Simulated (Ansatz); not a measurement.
ClH2NSn (triplet)

Input file:

```
crystal:
  periodic: [false, false, false]
  atoms:
    - {symbol: Cl, position_ang: [0.778919, -1.565507, 2.944583]}
    - {symbol: "N", position_ang: [0.386213, 0.662271, 1.549880]}
    - {symbol: Sn, position_ang: [-1.357645, -0.834434, 1.748377]}
    - {symbol: H, position_ang: [1.210775, 0.429212, 0.985409]}
    - {symbol: H, position_ang: [0.704206, 1.202084, 2.362487]}
basis:
  gaussian:
    orbitals: def2-TZVPD
magnetization:
  spin_polarized: true
  initial_magnetization: 2
hamiltonian:
  xc: pbe0
output: {forces: true, orbitals: {seedname: orbitals}}
```

Run with:

```sh
ansatz run input.yaml --threads 1 --pin off --max-ram 2610MiB --events-out events.jsonl --progress --plain --runs-dir runs
```

Geometry: B3LYP-D3(BJ)/def2-SVP; core potentials replace the inner electrons of Sn.

These are results of isolated molecule in a Gaussian basis; Kohn-Sham density functional theory, functional PBE0 in Ansatz 0.2.0, not measurements.

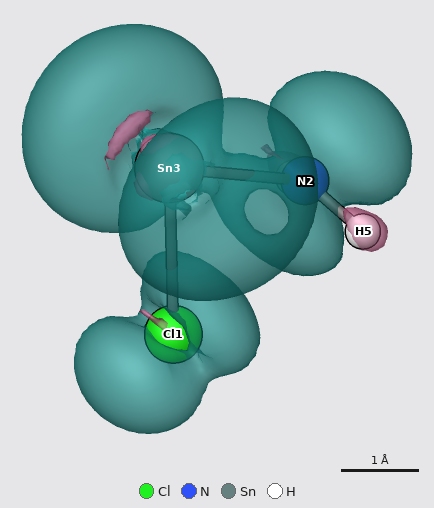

Figure 1. Isosurfaces of the spin density (α minus β) at +0.015 (teal) and −0.015 e/Å³ (pink), seen at a tilt.

> Where is the unpaired spin?

The unpaired spin (2 electrons) lies mostly on Sn3 (about 0.9), N2 (about 0.7) and Cl1 (about 0.3), in electrons by Hirshfeld's partition.

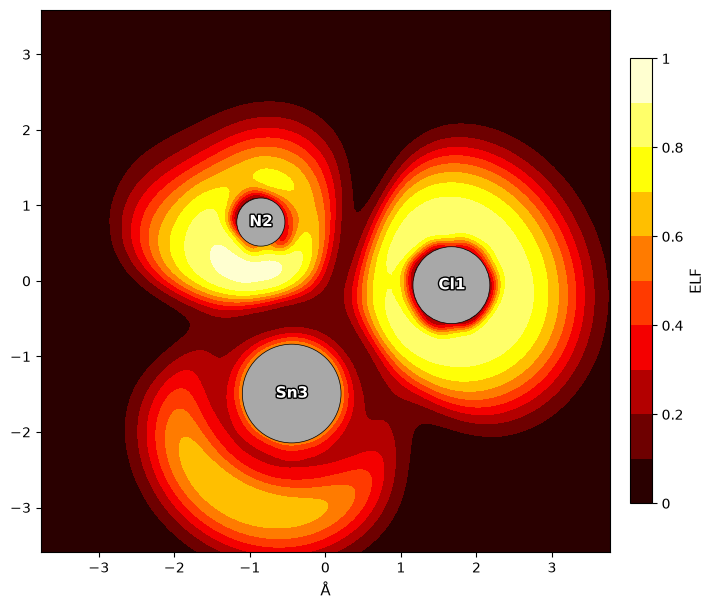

Figure 2. ELF on the plane of atoms Cl1, Sn3 and N2. Grey discs cover the atomic cores.

> Describe what can be read from this map.

Atoms in the plane: Cl, N and Sn.
Sn–N (2.31 Å): the ELF peaks at about 0.95 in the valence shell of N, 0.6 Å from its nucleus, and drops to about 0.15 between the two atoms.
Sn–Cl (2.56 Å): the ELF peaks at about 0.85 in the valence shell of Cl, 0.8 Å from its nucleus, and drops to about 0.15 between the two atoms.
The ELF also peaks beside Cl1, away from the bonds: non-bonding electrons, paired or unpaired.

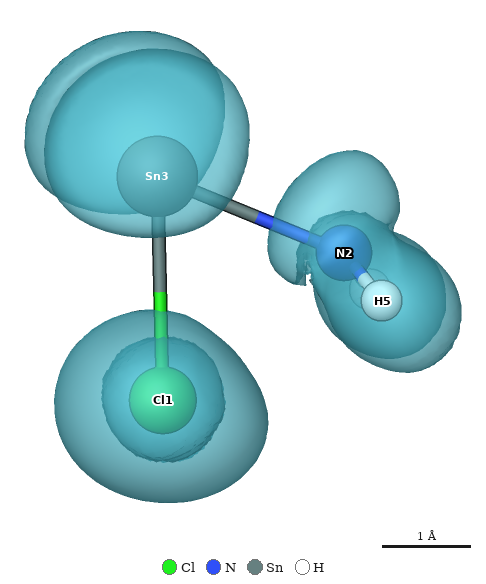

Figure 3. Isosurface of the electron localisation function at 0.75 (cyan), seen across its widest extent. Only the valence region is drawn (cores and ρ < 0.01 e/Å³ removed).

> Identify the bonds, lone pairs and shells in this picture.

At this value the surface marks out two lobes on Sn, pointing away from the bonds (non-bonding electrons), one region wrapped around Cl (its valence shell) and one joined region spread over several atoms (H, N), in which their bonds and any lone pairs are merged.

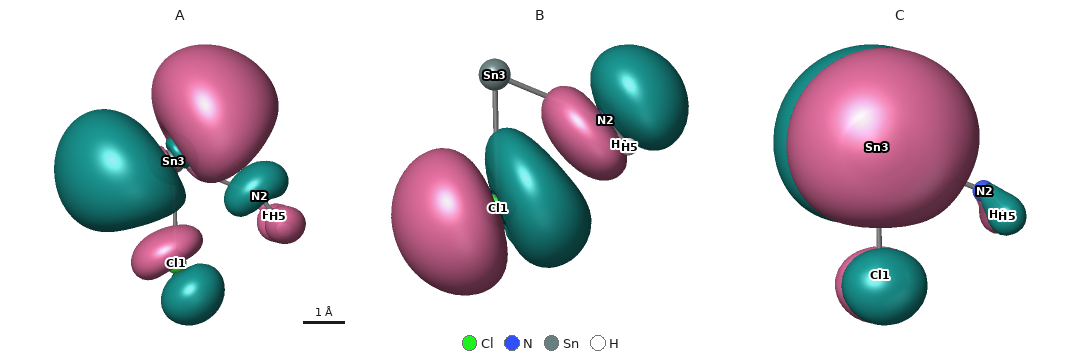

Figure 4. Three frontier orbitals at ±0.06 Å⁻³ᐟ² (teal and pink are the two phases), in no order.

> Order the three orbitals by energy and name them. All are α orbitals.

B is the HOMO−1 (α) (−8.14 eV). By Hirshfeld shares it lies mainly on Cl1 (about 70 %) and N2 (about 25 %); largely a lone pair of Cl1. C is the HOMO (α) (−4.63 eV). By Hirshfeld shares it lies mainly on Sn3 (about 90 %) and Cl1 (about 5 %). A is the LUMO (α) (−1.65 eV). It lies mainly on Sn3 (about 85 %) and Cl1 (about 10 %).

> What is the gap between the highest occupied and lowest empty α orbitals?

2.98 eV between the orbital energies.
